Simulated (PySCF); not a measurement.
# As₃: doublet, from a equilateral triangle start

Where does doublet As₃ go from a equilateral triangle start, is the end point a minimum, and what are its modes, charges and moments?

The runs use PySCF 2.14.0; PBE0, basis As def2-TZVP, no relativity, density fitting.

### 1 The system as given

3 atoms, charge 0, spin multiplicity 2.

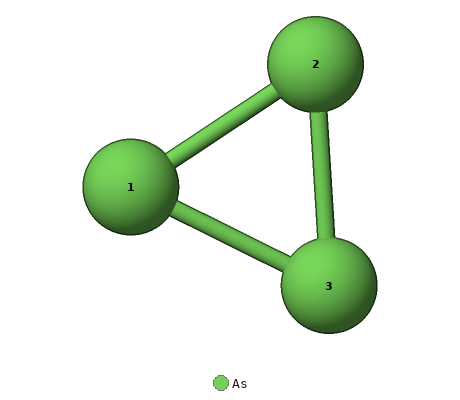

As it starts; arsenic green; atoms are numbered from 1 in the order of the file.

Coordinates in bohr (charge 0 multiplicity 2):
```
As    1.3202   -2.2866    0.0000
As   -2.6403    0.0000    0.0000
As    1.3201    2.2866    0.0000
```

### 2 Finding the electronic state

One driver script runs all steps and calls PySCF; scf.py shows how it sets up the SCF of each step. The optimiser is the driver's own. After this first run the driver tries any further starts and a stability analysis.

Contents of scf.py:

```python
from pyscf import gto, scf, dft
mol = gto.M(atom='''
As     0.698600    -1.210010     0.000000
As    -1.397190     0.000010     0.000000
As     0.698590     1.210010     0.000000''',
    basis={'As': 'def2-TZVP'},
    charge=0, spin=1)
mf = dft.UKS(mol, xc='PBE0')
mf.grids.atom_grid = (50, 194)
aux = {'As': 'def2-universal-JKFIT'}
mf = mf.density_fit(auxbasis=aux)
mf.conv_tol = 1e-08
mf.diis_space = 10
mf.max_cycle = 60
mf.init_guess = 'minao'
mf.verbose = 4
mf.kernel()
```

Run with:

```bash
> OMP_NUM_THREADS=4 python axn.py task.json out
```

Further steps of the session: Relaxation: equilateral triangle start, doublet; Releasing the symmetry; Hessian and properties.

Before running it: what results should come out? Wanted: minimum; geometry; wavenumbers; dipole moment; highest occupied, lowest empty level; polar-tensor charge of As1; zero-point energy; atomisation energy; ⟨S²⟩.

The runs gave:

```
                                          quantity                                                                   value
                                           minimum                                                            doublet, C2v
                                          geometry  As–As 2.302 Å (×2), As–As 2.468 Å; As–As–As 57.6° (×2), As–As–As 64.8°
                                wavenumbers (cm⁻¹)                                            155 (b2), 243 (a1), 368 (a1)
                                     dipole moment                                                                  0.50 D
highest occupied, lowest empty level (either spin)                                                         -5.52, -3.25 eV
                        polar-tensor charge of As1                                                                 -0.10 e
                                 zero-point energy                                                              4.6 kJ/mol
                               entropy at 298.15 K                                                         317.3 J/(mol K)
         atomisation energy (no zero-point energy)                                                              593 kJ/mol
                                              ⟨S²⟩                                                                   0.838
```

In words: From D3h at the start the molecule goes to a C2v minimum. The strongest infrared band lies at 155 cm⁻¹ (b2). The first SCF alone would have been 7 kJ/mol too high. Other starts or spin states, not run here, may lie lower.
